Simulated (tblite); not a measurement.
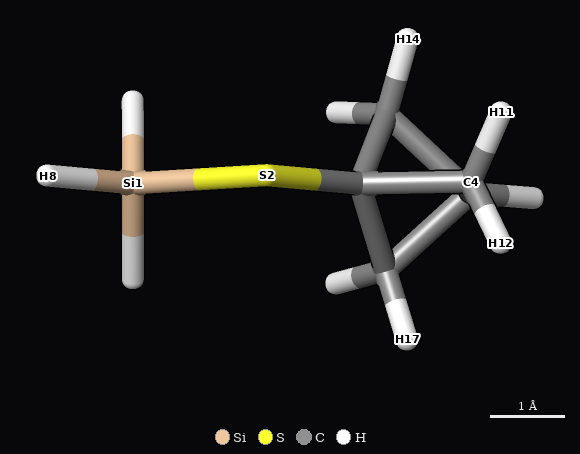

Starting structure of C5H10SSi. The picture is a stick view, seen face on.

All numbers below come from GFN2-xTB geometry optimisation, gas phase (tblite 0.8.0).

```xyz
17

Si    2.8655   -0.0911    0.2651
S     1.3362    1.2898   -0.3705
C    -0.1387    0.4758   -0.1152
C    -1.5388    1.0905   -0.4408
C    -1.8689   -0.3530    0.1287
C    -0.7684   -0.0302    1.1965
C    -0.6584   -0.8132   -0.7812
H     4.1980    0.5384    0.0931
H     2.6337   -0.4283    1.6941
H     2.7431   -1.3208   -0.5501
H    -1.8746    1.9305    0.1723
H    -1.7880    1.2697   -1.4809
H    -2.8354   -0.8168    0.2664
H    -1.0172    0.7138    1.9577
H    -0.2959   -0.8828    1.6857
H    -0.1805   -1.7570   -0.4815
H    -0.8187   -0.8032   -1.8575
```

Question: Predict the outcome.

Answer: After 38 geometry steps the energy has fallen by 27.4 kJ/mol. The atom that moves furthest after the best rigid fit is H8 (0.13 Å). By element the largest moves are H 0.13 Å, S 0.09 Å, Si 0.09 Å, C 0.08 Å. Near-neighbour distances that change, for instance: S2–C3 1.704 → 1.800 Å, C4–C5 1.587 → 1.537 Å, C5–C7 1.583 → 1.537 Å, Si1–H8 1.484 → 1.451 Å. Bond angles that change, for instance: S2–Si1–H8 109.3° → 103.0°, Si1–S2–C3 105.3° → 100.7°, C4–C5–C7 84.2° → 87.7°.

Final geometry:

```xyz
17

Si    2.7901   -0.1316    0.2798
S     1.4003    1.3531   -0.3870
C    -0.1592    0.4935   -0.1241
C    -1.5477    1.0755   -0.4297
C    -1.7867   -0.3385    0.1236
C    -0.7383   -0.0270    1.2034
C    -0.6346   -0.8180   -0.7736
H     4.0740    0.5160    0.0895
H     2.5119   -0.4347    1.6792
H     2.6300   -1.3240   -0.5451
H    -1.8689    1.9116    0.1860
H    -1.7817    1.2463   -1.4772
H    -2.7426   -0.8278    0.2691
H    -1.0001    0.7203    1.9483
H    -0.2321   -0.8761    1.6585
H    -0.1203   -1.7281   -0.4710
H    -0.8009   -0.7985   -1.8478
```

After the run, drawn alike:

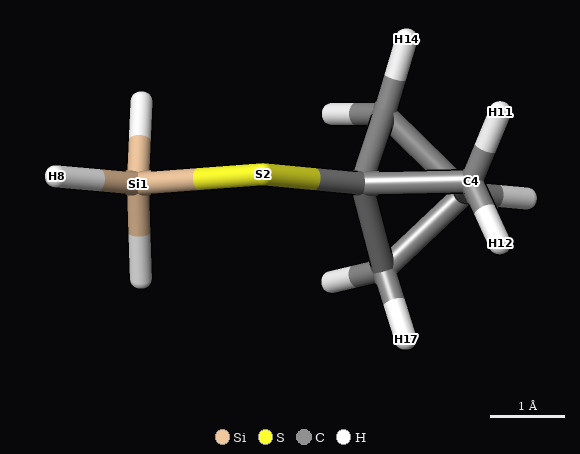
